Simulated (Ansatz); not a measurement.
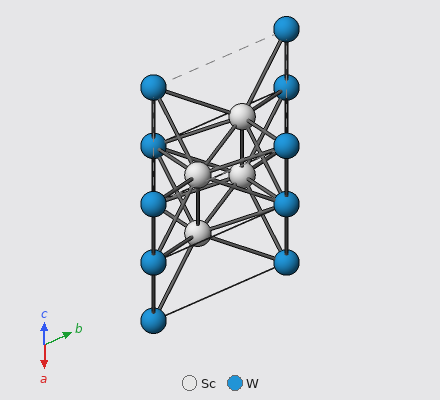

The structure, seen along [102]; the drawing may span several cells.

Given this structure, the geometry relaxed with DFT PBE, scalar-relativistic, plane waves, PAW (Ansatz 0.2.0); the starting structure was generated, so it need not be a known form of this composition, written in its standard cell:

```
Sc W
1.0
     4.86701    0.00000    0.00000
    -2.43351    4.21496    0.00000
     0.00000    0.00000    2.84059
Sc W
2 1
Direct
  0.33333 0.66667 0.50000
  0.66667 0.33333 0.50000
  0.00000 0.00000 0.00000
```

Q: Predict the [102] zone-axis pattern (200 kV, kinematic, B = 0.5 Å²).

A: The spots form a rectangular net whose two shortest vectors correspond to d = 4.21 Å and 1.85 Å, 90.0° apart. They are 0 -1 0 and -2 1 1 (itself too weak to see). The pattern has symmetry 2mm. Reflections such as 2 -1 -1 are allowed but too weak to see at this display level.

Strongest reflections with d > 0.80 Å, one of each family (|F|² from tabulated Gaussian fits of the electron scattering factors, times a small damping for the curvature of the Ewald sphere):

```csv
hkl,d (Å),I (strongest = 100)
0 3 0,1.405,100
2 0 -1,1.693,89
2 1 -1,1.389,57
4 -2 -2,0.924,30
0 1 0,4.215,26
2 3 -1,0.915,18
```

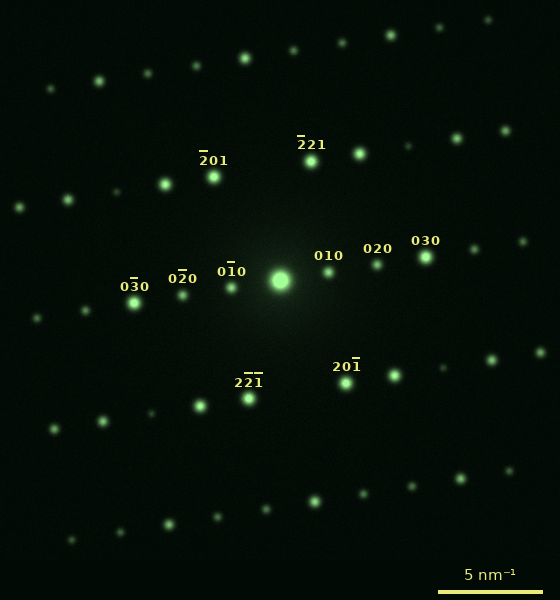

Calculated pattern, seen from the source side with [102] pointing towards the source.
